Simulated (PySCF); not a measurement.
Anthracene, C14H10, SMILES c1ccc2cc3ccccc3cc2c1 at its GFN2-xTB optimised geometry (Å):

```
24

C      2.8271    -2.3888     0.0000
C      3.5158    -1.1568     0.0000
C      2.8280     0.0174     0.0000
C      1.4097     0.0314     0.0000
C      0.6804     1.2172     0.0000
C     -0.7117     1.2172     0.0000
C     -1.4666     2.4181     0.0000
C     -2.8271     2.3888     0.0000
C     -3.5158     1.1568     0.0000
C     -2.8280    -0.0174     0.0000
C     -1.4097    -0.0314     0.0000
C     -0.6804    -1.2172     0.0000
C      0.7117    -1.2172     0.0000
C      1.4666    -2.4181     0.0000
H      3.3949    -3.3079     0.0000
H      4.5961    -1.1590     0.0000
H      3.3503     0.9638     0.0000
H      1.2082     2.1614     0.0000
H     -0.9340     3.3587     0.0000
H     -3.3949     3.3079     0.0000
H     -4.5961     1.1590     0.0000
H     -3.3503    -0.9638     0.0000
H     -1.2082    -2.1614     0.0000
H      0.9340    -3.3587     0.0000
```

Calculation: CAM-B3LYP/def2-SVP (PySCF 2.14.0).

Map of the HOMO amplitude (bohr^(-3/2)) on the plane z = 0.8 Å; orbital energy -6.67 eV, overall sign arbitrary:

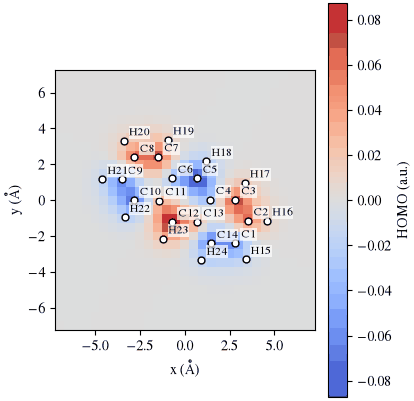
Figure: HOMO amplitude (bohr^(-3/2)) on the plane z = 0.8 Å.
